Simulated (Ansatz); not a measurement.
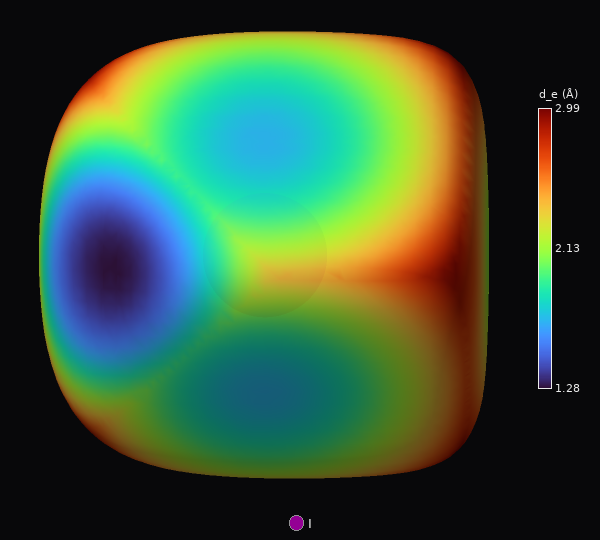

Hirshfeld surface computed for one I atom in NaI₄ (P4/mmm), coloured by d_e.

The surface is where the fragment's share of the procrystal density (the sum of the densities of spherically averaged neutral Hartree-Fock atoms) equals one half. d_i and d_e are the distances from the surface to the nearest nucleus inside and outside. From Rb on the atoms have core potentials, so only their outer electrons count.

The cell is taken from coordinates from a relaxation with Ansatz 0.2.0, DFT PBE+D3(BJ), scalar-relativistic, plane waves, PAW; the starting structure was generated, so it need not be a known form of this composition.

```cif
data_structure
_symmetry_space_group_name_H-M 'P4/mmm'
_symmetry_Int_Tables_number 123
_cell_length_a 4.7683
_cell_length_b 4.7683
_cell_length_c 8.7004
_cell_angle_alpha 90.000
_cell_angle_beta 90.000
_cell_angle_gamma 90.000
_cell_volume 197.82
loop_
_atom_site_label
_atom_site_type_symbol
_atom_site_symmetry_multiplicity
_atom_site_Wyckoff_symbol
_atom_site_fract_x
_atom_site_fract_y
_atom_site_fract_z
_atom_site_occupancy
Na1 Na 1 c 0.50000 0.50000 0.00000 1
I1 I 4 i 0.00000 0.50000 0.74097 1
```

> What is the shortest distance from the fragment to an atom outside it?

I–Na, 3.28 Å.

> How is the surface shared among contacts (nearest atom inside ··· nearest atom outside)?

I···I 74 %, I···Na 26 %. The surface faces 7 neighbours with more than 2 % of its area each: 5 I + 2 Na.

> Give the size and shape of the surface.

It encloses about 38.0 Å³, has an area of about 58 Å² and a globularity of 0.94 (1 for a sphere).
